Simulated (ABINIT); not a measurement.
## Quasiparticle gap of Cs2KYF6 (Fm-3m) in ABINIT

How does a plane-wave GW calculation on Cs2KYF6 (Fm-3m) run from the first input to the gap?

Program: ABINIT 10.8.3. Level of theory: PBEsol and many-body steps on it, plane waves. Results are calculated unless marked as measured.

**1. Set-up**

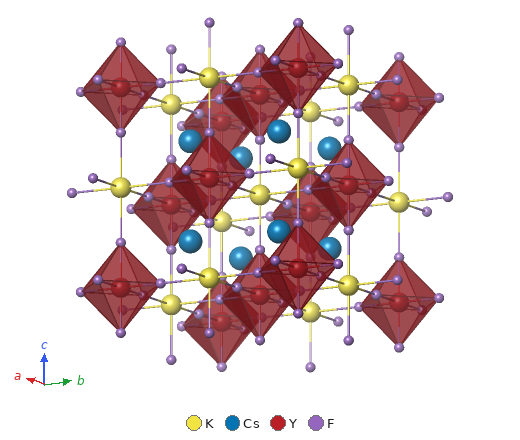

The starting structure, seen from a free direction (potassium yellow, caesium blue, yttrium red, fluorine purple). This picture shows the conventional cell, with its axes. Some periodic images of atoms are drawn too.

Structure file:

```cif
data_structure
_symmetry_space_group_name_H-M 'Fm-3m'
_symmetry_Int_Tables_number 225
_cell_length_a 9.4450
_cell_length_b 9.4450
_cell_length_c 9.4450
_cell_angle_alpha 90.000
_cell_angle_beta 90.000
_cell_angle_gamma 90.000
_cell_volume 842.57
loop_
_atom_site_label
_atom_site_type_symbol
_atom_site_symmetry_multiplicity
_atom_site_Wyckoff_symbol
_atom_site_fract_x
_atom_site_fract_y
_atom_site_fract_z
_atom_site_occupancy
K1 K 4 b 0.50000 0.00000 0.00000 1
Cs1 Cs 8 c 0.25000 0.75000 0.75000 1
Y1 Y 4 a 0.00000 0.00000 0.00000 1
F1 F 24 e 0.22500 0.00000 0.00000 1
```

The cell and positions come from the Crystallography Open Database and are kept as given unless a step says otherwise. Spin-orbit coupling is left out unless a step names it.

**2. Ground state**

This step: ABINIT 10.8.3; DFT, PBEsol, plane waves, norm-conserving pseudopotentials.

The ground-state density comes first.

run.abi

```
acell 3*1.0 Angstrom
rprim 
  0.000000000000 4.722500000000 4.722500000000
  4.722500000000 0.000000000000 4.722500000000
  4.722500000000 4.722500000000 -0.000000000000
ntypat 4
znucl 19 55 39 9
natom 10
typat 1 2 2 3 4 4 4 4 4 4
xred 
  0.500000000000 0.500000000000 0.500000000000
  0.250000000000 0.250000000000 0.250000000000
  0.750000000000 0.750000000000 0.750000000000
  0.000000000000 0.000000000000 0.000000000000
  0.775000000000 0.225000000000 0.225000000000
  0.225000000000 0.775000000000 0.225000000000
  0.225000000000 0.775000000000 0.775000000000
  0.775000000000 0.225000000000 0.775000000000
  0.225000000000 0.225000000000 0.775000000000
  0.775000000000 0.775000000000 0.225000000000
pp_dirpath "pseudos"
pseudos "K.upf, Cs.upf, Y.upf, F.upf"
ecut 36
ngkpt 4 4 4
nshiftk 1
shiftk 0 0 0
kptopt 1
chksymbreak 0
nband 49
occopt 1
tolvrs 1e-08
nstep 60
prtwf 0
optforces 0
optstress 0
indata_prefix "in"
outdata_prefix "out"
tmpdata_prefix "tmp"
```

Launch:

```
$ OMP_NUM_THREADS=1 mpirun -n 4 abinit run.abi > log
```

Numbers of over 12 decimals in the logs are rounded to 6 here.

The log of the run:

```text
.Version 10.8.3 of ABINIT. v10.8.2 released Aug 2026.

 Symmetries : space group Fm -3 m (#225); Bravais cF (face-center cubic)
================================================================================
 Values of the parameters that define the memory need of the present run
     intxc =       0    ionmov =       0      iscf =       7    lmnmax =       8
     lnmax =       8     mgfft =      72  mpssoang =       4    mqgrid =    3001
     natom =      10  nloc_mem =       1    nspden =       1   nspinor =       1
    nsppol =       1      nsym =      48    n1xccc =    2501    ntypat =       4
    occopt =       1   xclevel =       2
-    mband =          49        mffmem =           1         mkmem =           2
       mpw =       14680          nfft =      373248          nkpt =           8
================================================================================
  Rough estimation (10% accuracy) of disk space for files :
================================================================================

--------------------------------------------------------------------------------
------------- Echo of variables that govern the present computation ------------
--------------------------------------------------------------------------------
 -outvars: echo values of preprocessed input variables --------
            acell      1.8897261259E+00  1.8897261259E+00  1.8897261259E+00 Bohr

      chksymbreak           0
             ecut      3.60000000E+01 Hartree
-          fftalg         312

              ixc     -116133
              kpt      0.00000000E+00  0.00000000E+00  0.00000000E+00
                       2.50000000E-01  0.00000000E+00  0.00000000E+00
                       5.00000000E-01  0.00000000E+00  0.00000000E+00
                       2.50000000E-01  2.50000000E-01  0.00000000E+00
                       5.00000000E-01  2.50000000E-01  0.00000000E+00
                      -2.50000000E-01  2.50000000E-01  0.00000000E+00
                       5.00000000E-01  5.00000000E-01  0.00000000E+00
                      -2.50000000E-01  5.00000000E-01  2.50000000E-01
         kptrlatt        4    0    0      0    4    0      0    0    4
          kptrlen      5.04830776E+01
P           mkmem           2
            natom          10
            nband          49
            ngfft          72      72      72
             nkpt           8
            nstep          60
             nsym          48
           ntypat           4
              occ      2.000000  2.000000  2.000000  2.000000  2.000000  2.000000
                       2.000000  2.000000  2.000000  2.000000  2.000000  2.000000
                       2.000000  2.000000  2.000000  2.000000  2.000000  2.000000
                       2.000000  2.000000  2.000000  2.000000  2.000000  2.000000
                       2.000000  2.000000  2.000000  2.000000  2.000000  2.000000
                       2.000000  2.000000  2.000000  2.000000  2.000000  2.000000
                       2.000000  2.000000  2.000000  2.000000  0.000000  0.000000
                       0.000000  0.000000  0.000000  0.000000  0.000000  0.000000
                       0.000000
        optforces           0
        optstress           0
            prtwf           0
            rprim      0.0000000000E+00  4.7225000000E+00  4.7225000000E+00
                       4.7225000000E+00  0.0000000000E+00  4.7225000000E+00
                       4.7225000000E+00  4.7225000000E+00 -0.0000000000E+00
          spgroup         225

           tolvrs      1.00000000E-08

             xred      5.0000000000E-01  5.0000000000E-01  5.0000000000E-01
                       2.5000000000E-01  2.5000000000E-01  2.5000000000E-01
[...]
znucl       19.00000   55.00000   39.00000    9.00000

================================================================================

 chkinp: Checking input parameters for consistency.

================================================================================
== DATASET  1 ==================================================================
-   mpi_nproc: 4, omp_nthreads: 1 (-1 if OMP is not activated)

--- !DatasetInfo
iteration_state: {dtset: 1, }
dimensions: {natom: 10, nkpt: 8, mband: 49, nsppol: 1, nspinor: 1, nspden: 1, mpw: 14680, }
cutoff_energies: {ecut:  36.0, pawecutdg:  -1.0, }
electrons: {nelect:   8.00000000E+01, charge:   0.00000000E+00, occopt:   1.00000000E+00, tsmear:   1.00000000E-02, }

 Real(R)+Recip(G) space primitive vectors, cartesian coordinates (Bohr,Bohr^-1):
 R(1)=  0.0000000  8.9242316  8.9242316  G(1)= -0.0560272  0.0560272  0.0560272
 R(2)=  8.9242316  0.0000000  8.9242316  G(2)=  0.0560272 -0.0560272  0.0560272
 R(3)=  8.9242316  8.9242316  0.0000000  G(3)=  0.0560272  0.0560272 -0.0560272
 Unit cell volume ucvol=  1.4214857E+03 bohr^3
 Angles (23,13,12)=  6.00000000E+01  6.00000000E+01  6.00000000E+01 degrees

 getcut: wavevector=  0.0000  0.0000  0.0000  ngfft=  72  72  72
         ecut(hartree)=     36.000   => boxcut(ratio)=   2.11218

--- Pseudopotential description ------------------------------------------------
- K Generated using ONCVPSP code by D. R. Hamann
- 19.00000   9.00000  180301                  znucl, zion, pspdat
12 -116133 2 -1 2250                          pspcod,pspxc,lmax,lloc,mmax
     nproj     2     2     2     0
  pspatm : epsatm=    8.32504554
[...]
12 -116133 2 -1 832                           pspcod,pspxc,lmax,lloc,mmax
     nproj     2     2     1     0
  pspatm : epsatm=    4.89824381
         --- l  ekb(1:nproj) -->
[...]
2   -2.394754
 pspatm: atomic psp has been read  and splines computed

   8.04093308E+03                                ecore*ucvol(ha*bohr**3)
--------------------------------------------------------------------------------

_setup2: Arith. and geom. avg. npw (full set) are   14659.266   14659.250

================================================================================

--- !BeginCycle
iteration_state: {dtset: 1, }
solver: {iscf: 7, nstep: 60, nline: 4, wfoptalg: 0, }
tolerances: {tolvrs: 1.00E-08, }

     iter   Etot(hartree)      deltaE(h)  residm     vres2
 ETOT  1  -264.96566023867    -2.650E+02 1.591E-01 2.328E+03
 ETOT  2  -265.21358471376    -2.479E-01 1.092E-02 1.283E+03
 ETOT  3  -265.56144479316    -3.479E-01 4.602E-03 2.086E+02
 ETOT  4  -265.58628557515    -2.484E-02 2.044E-03 3.929E+00
 ETOT  5  -265.58636014231    -7.457E-05 1.277E-03 8.424E-01
 ETOT  6  -265.58645149844    -9.136E-05 7.136E-04 7.826E-02
 ETOT  7  -265.58645395267    -2.454E-06 7.315E-04 8.116E-03
 ETOT  8  -265.58645420822    -2.555E-07 4.310E-04 8.511E-04
 ETOT  9  -265.58645423138    -2.317E-08 8.107E-04 6.214E-05
 ETOT 10  -265.58645423409    -2.704E-09 3.080E-04 1.901E-06
 ETOT 11  -265.58645423426    -1.685E-10 5.954E-04 3.680E-08
 ETOT 12  -265.58645423424     1.205E-11 1.917E-04 5.684E-09

 At SCF step   12       vres2   =  5.68E-09 < tolvrs=  1.00E-08 =>converged.

--- !ResultsGS
iteration_state: {dtset: 1, }
comment   : Summary of ground state results
lattice_vectors:
- [  0.0000000,   8.9242316,   8.9242316, ]
- [  8.9242316,   0.0000000,   8.9242316, ]
- [  8.9242316,   8.9242316,  -0.0000000, ]
lattice_lengths: [  12.62077,   12.62077,   12.62077, ]
lattice_angles: [ 60.000,  60.000,  60.000, ] # degrees, (23, 13, 12)
lattice_volume:   1.4214857E+03
convergence: {deltae:  1.205E-11, res2:  5.684E-09, residm:  1.917E-04, diffor:  0.000E+00, }
etotal    :  -2.65586454E+02
entropy   :   0.00000000E+00
fermie    :  -6.10584071E-03
cartesian_stress_tensor: null
pressure_GPa: null
xred      :
- [  5.0000E-01,   5.0000E-01,   5.0000E-01,  K]
- [  2.5000E-01,   2.5000E-01,   2.5000E-01, Cs]
- [  7.5000E-01,   7.5000E-01,   7.5000E-01, Cs]
- [  0.0000E+00,   0.0000E+00,   0.0000E+00,  Y]
- [  7.7500E-01,   2.2500E-01,   2.2500E-01,  F]
- [  2.2500E-01,   7.7500E-01,   2.2500E-01,  F]
- [  2.2500E-01,   7.7500E-01,   7.7500E-01,  F]
- [  7.7500E-01,   2.2500E-01,   7.7500E-01,  F]
- [  2.2500E-01,   2.2500E-01,   7.7500E-01,  F]
- [  7.7500E-01,   7.7500E-01,   2.2500E-01,  F]
cartesian_forces: null
force_length_stats: {min: null, max: null, mean: null, }

 Integrated electronic density in atomic spheres:
 ------------------------------------------------
 Atom  Sphere_radius  Integrated_density
[...]
================================================================================

 ----iterations are completed or convergence reached----

 Mean square residual over all n,k,spin=   93.668E-08; max=  19.173E-05
 reduced coordinates (array xred) for   10 atoms
[...]
0.225000000000      0.775000000000      0.225000000000
       0.225000000000      0.775000000000      0.775000000000
       0.775000000000      0.225000000000      0.775000000000
       0.225000000000      0.225000000000      0.775000000000
       0.775000000000      0.775000000000      0.225000000000
 rms dE/dt=  0.0000E+00; max dE/dt=  0.0000E+00; dE/dt below (all hartree)
    1       0.000000000000      0.000000000000      0.000000000000
    2       0.000000000000      0.000000000000      0.000000000000
    3       0.000000000000      0.000000000000      0.000000000000
    4       0.000000000000      0.000000000000      0.000000000000
    5       0.000000000000      0.000000000000      0.000000000000
    6       0.000000000000      0.000000000000      0.000000000000
    7       0.000000000000      0.000000000000      0.000000000000
    8       0.000000000000      0.000000000000      0.000000000000
    9       0.000000000000      0.000000000000      0.000000000000
   10       0.000000000000      0.000000000000      0.000000000000

 cartesian coordinates (angstrom) at end:
[...]
6      4.722500     2.125125     4.722500
    7      7.319875     4.722500     4.722500
    8      4.722500     7.319875     4.722500
    9      4.722500     4.722500     2.125125
   10      4.722500     4.722500     7.319875
 length scales=  1.889726125908  1.889726125908  1.889726125908 bohr
              =  1.000000000000  1.000000000000  1.000000000000 angstroms
 prteigrs : about to open file out_EIG
 Fermi (or HOMO) energy (hartree) =  -0.00611   Average Vxc (hartree)=  -0.32334
 Eigenvalues (hartree) for nkpt=   8  k points:
 kpt#   1, nband= 49, wtk=  0.01563, kpt=  0.0000  0.0000  0.0000 (reduced coord)
  -1.37377   -0.92938   -0.73553   -0.73553   -0.73553   -0.70303   -0.70116   -0.70116
  -0.65615   -0.65510   -0.60381   -0.60381   -0.60381   -0.32688   -0.32688   -0.32688
  -0.18358   -0.18358   -0.18358   -0.17159   -0.17159   -0.17159   -0.06034   -0.06034
  -0.05695   -0.03873   -0.03873   -0.03873   -0.02051   -0.02051   -0.02051   -0.02023
  -0.02023   -0.02023   -0.00872   -0.00872   -0.00872   -0.00611   -0.00611   -0.00611
   0.23595    0.28658    0.28658    0.31137    0.31137    0.31137    0.31505    0.31505
   0.31505
 prteigrs : prtvol=0 or 1, do not print more k-points.

--- !EnergyTerms
iteration_state     : {dtset: 1, }
comment             : Components of total free energy in Hartree
kinetic             :  1.29131100265542E+02
hartree             :  8.17003388217522E+01
xc                  : -6.07248873856313E+01
Ewald energy        : -1.63662496373208E+02
psp_core            :  5.65671046505746E+00
local_psp           : -2.57158169875055E+02
non_local_psp       : -5.29050152703057E-01
total_energy        : -2.65586454234245E+02
total_energy_eV     : -7.22697558786859E+03
band_energy         : -2.45541002630441E+01

== END DATASET(S) ==============================================================
================================================================================

 -outvars: echo values of variables after computation  --------
           etotal     -2.6558645423E+02
            nband          49
             nkpt           8
          spgroup         225
 [... the other variables as echoed above ...]

 Calculation completed.
```

Run time: 2 min. Hardware: 4 MPI ranks of Arm Neoverse V1, shared host; peak memory 0.69 GiB.

This step gave:

```
total energy               : -7226.9756 eV
gap                        : 6.587 eV
k of the valence top       : 0, 0, 0
k of the conduction bottom : 0, 0, 0
least direct gap           : 6.587 eV
```

The gap is direct, at Γ.

**3. Empty states on the mesh, 2×2×2 mesh, 257 bands**

The sums over transitions need many empty states on a uniform mesh; this step solves for them.

run.abi: that of step 2 with these lines changed.

```diff
@@ -23,3 +23,3 @@
 ecut 36
-ngkpt 4 4 4
+ngkpt 2 2 2
 nshiftk 1
@@ -28,9 +28,10 @@
 chksymbreak 0
-nband 49
-occopt 1
-tolvrs 1e-08
+iscf -2
+irdden 1
+istwfk *1
+nband 257
+nbdbuf 22
+tolwfr 1e-09
 nstep 60
-prtwf 0
-optforces 0
-optstress 0
+prtvol 0
 indata_prefix "in"
```

Launch:

```
$ OMP_NUM_THREADS=1 mpirun -n 3 abinit run.abi > log
```

The log of the run:

```text
.Version 10.8.3 of ABINIT. v10.8.2 released Aug 2026.

 Symmetries : space group Fm -3 m (#225); Bravais cF (face-center cubic)
[... echo of the input left out ...]
== DATASET  1 ==================================================================
-   mpi_nproc: 3, omp_nthreads: 1 (-1 if OMP is not activated)

--- !DatasetInfo
iteration_state: {dtset: 1, }
dimensions: {natom: 10, nkpt: 3, mband: 257, nsppol: 1, nspinor: 1, nspden: 1, mpw: 14668, }
cutoff_energies: {ecut:  36.0, pawecutdg:  -1.0, }
electrons: {nelect:   8.00000000E+01, charge:   0.00000000E+00, occopt:   1.00000000E+00, tsmear:   1.00000000E-02, }

 Real(R)+Recip(G) space primitive vectors, cartesian coordinates (Bohr,Bohr^-1):
 R(1)=  0.0000000  8.9242316  8.9242316  G(1)= -0.0560272  0.0560272  0.0560272
 R(2)=  8.9242316  0.0000000  8.9242316  G(2)=  0.0560272 -0.0560272  0.0560272
 R(3)=  8.9242316  8.9242316  0.0000000  G(3)=  0.0560272  0.0560272 -0.0560272
 Unit cell volume ucvol=  1.4214857E+03 bohr^3
 Angles (23,13,12)=  6.00000000E+01  6.00000000E+01  6.00000000E+01 degrees

 getcut: wavevector=  0.0000  0.0000  0.0000  ngfft=  72  72  72
         ecut(hartree)=     36.000   => boxcut(ratio)=   2.11218

--- Pseudopotential description ------------------------------------------------
- K Generated using ONCVPSP code by D. R. Hamann
- 19.00000   9.00000  180301                  znucl, zion, pspdat
12 -116133 2 -1 2250                          pspcod,pspxc,lmax,lloc,mmax
     nproj     2     2     2     0
  pspatm : epsatm=    8.32504554
         --- l  ekb(1:nproj) -->
             0   10.921326    0.816676
             1    4.431000    0.560368
             2   -3.384038   -1.043186
 pspatm: atomic psp has been read  and splines computed

- Cs Generated using ONCVPSP code by D. R. Hamann
- 55.00000   9.00000  180301                  znucl, zion, pspdat
12 -116133 3 -1 2384                          pspcod,pspxc,lmax,lloc,mmax
     nproj     2     2     2     2
  pspatm : epsatm=   22.12462466
         --- l  ekb(1:nproj) -->
[...]
pspatm: atomic psp has been read  and splines computed

- Y Generated using ONCVPSP code by D. R. Hamann
- 39.00000  11.00000  180301                  znucl, zion, pspdat
12 -116133 2 -1 1746                          pspcod,pspxc,lmax,lloc,mmax
     nproj     2     2     2     0
  pspatm : epsatm=   18.54790575
         --- l  ekb(1:nproj) -->
[...]
pspatm: atomic psp has been read  and splines computed

- F Generated using ONCVPSP code by D. R. Hamann
-  9.00000   7.00000  180301                  znucl, zion, pspdat
12 -116133 2 -1 832                           pspcod,pspxc,lmax,lloc,mmax
     nproj     2     2     1     0
  pspatm : epsatm=    4.89824381
         --- l  ekb(1:nproj) -->
[...]
2   -2.394754
 pspatm: atomic psp has been read  and splines computed

[...]
-1.3738E+00 -9.2938E-01 -7.3553E-01 -7.3553E-01 -7.3553E-01 -7.0303E-01
 -7.0116E-01 -7.0116E-01 -6.5615E-01 -6.5510E-01 -6.0381E-01 -6.0381E-01
 -6.0381E-01 -3.2688E-01 -3.2688E-01 -3.2688E-01 -1.8358E-01 -1.8358E-01
[...]
1.9408E+00  1.9849E+00  1.9849E+00  1.9849E+00  2.0163E+00  2.0293E+00
  2.0344E+00  2.0347E+00  2.0350E+00  2.0361E+00  2.0364E+00  2.0366E+00
  2.0370E+00  2.0379E+00  2.0471E+00  2.0509E+00  2.0562E+00
 prteigrs : prtvol=0 or 1, do not print more k-points.

--- !ResultsGS
iteration_state: {dtset: 1, }
comment   : Summary of ground state results
lattice_vectors:
- [  0.0000000,   8.9242316,   8.9242316, ]
- [  8.9242316,   0.0000000,   8.9242316, ]
- [  8.9242316,   8.9242316,  -0.0000000, ]
lattice_lengths: [  12.62077,   12.62077,   12.62077, ]
lattice_angles: [ 60.000,  60.000,  60.000, ] # degrees, (23, 13, 12)
lattice_volume:   1.4214857E+03
convergence: {deltae:  0.000E+00, res2:  0.000E+00, residm:  9.993E-10, diffor:  0.000E+00, }
etotal    :  -2.65586454E+02
entropy   :   0.00000000E+00
fermie    :  -6.10584071E-03
cartesian_stress_tensor: null
pressure_GPa: null
xred      :
- [  5.0000E-01,   5.0000E-01,   5.0000E-01,  K]
- [  2.5000E-01,   2.5000E-01,   2.5000E-01, Cs]
- [  7.5000E-01,   7.5000E-01,   7.5000E-01, Cs]
- [  0.0000E+00,   0.0000E+00,   0.0000E+00,  Y]
- [  7.7500E-01,   2.2500E-01,   2.2500E-01,  F]
- [  2.2500E-01,   7.7500E-01,   2.2500E-01,  F]
- [  2.2500E-01,   7.7500E-01,   7.7500E-01,  F]
- [  7.7500E-01,   2.2500E-01,   7.7500E-01,  F]
- [  2.2500E-01,   2.2500E-01,   7.7500E-01,  F]
- [  7.7500E-01,   7.7500E-01,   2.2500E-01,  F]
cartesian_forces: null
force_length_stats: {min: null, max: null, mean: null, }

 Integrated electronic density in atomic spheres:
 ------------------------------------------------
 Atom  Sphere_radius  Integrated_density
[...]
================================================================================

 ----iterations are completed or convergence reached----

 Mean square residual over all n,k,spin=   49.471E-11; max=  99.927E-11
 reduced coordinates (array xred) for   10 atoms
[...]
0.225000000000      0.225000000000      0.775000000000
       0.775000000000      0.775000000000      0.225000000000

 cartesian coordinates (angstrom) at end:
    1      4.722500     4.722500     4.722500
    2      2.361250     2.361250     2.361250
    3      7.083750     7.083750     7.083750
[...]
9      4.722500     4.722500     2.125125
   10      4.722500     4.722500     7.319875
 length scales=  1.889726125908  1.889726125908  1.889726125908 bohr
              =  1.000000000000  1.000000000000  1.000000000000 angstroms
 prteigrs : about to open file out_EIG
 Eigenvalues (hartree) for nkpt=   3  k points:
 kpt#   1, nband=257, wtk=  0.12500, kpt=  0.0000  0.0000  0.0000 (reduced coord)
[...]
1.94083    1.98488    1.98488    1.98490    2.01630    2.02927    2.03442    2.03474
   2.03504    2.03606    2.03638    2.03657    2.03697    2.03787    2.04712    2.05094
   2.05615
 prteigrs : prtvol=0 or 1, do not print more k-points.

== END DATASET(S) ==============================================================
================================================================================

 -outvars: echo values of variables after computation  --------
            nband         257
             nkpt           3
          spgroup         225
 [... the other variables as echoed above ...]

 Calculation completed.
```

Wall time 5 min (3 MPI ranks); peak memory 0.54 GiB.

Numbers from this step:

| Item | Value |
| --- | --- |
| gap | 6.587 eV |
| k of the valence top | 0, 0, 0 |
| k of the conduction bottom | 0, 0, 0 |
| least direct gap | 6.587 eV |
| k points computed | 3 |
| lowest point of the top converged band, above the valence top | 50.1811 eV |

On this mesh the gap is 6.587 eV.

[end of part 1 of 2]

[Paths, hosts, dates, memory and timing lines, banners, echoed tables and standing remarks are left out of the program output.]

[Logs are printed without paths, hosts, clocks, repeated set-up lines and the standing remarks that a program may print on its own settings, such as how far it seeks lower states.]

[Runs of the session that timed out or met a known fault of the program may be left out.]

[Hosts, paths, dates, database ids (printed as entryN), source tags and the programs' standing remarks are cut or masked in the printed files.]

[G0W0 gaps are taken among the corrected bands and points alone; a level outside them can change the order at an edge.]

[Where Ansatz stands beside ABINIT at settings called matched, ABINIT's density can come from a denser mesh and the files from another edition; pairs whose starting gaps differed by over 0.03 eV were left out, so agreement reads better than it is.]
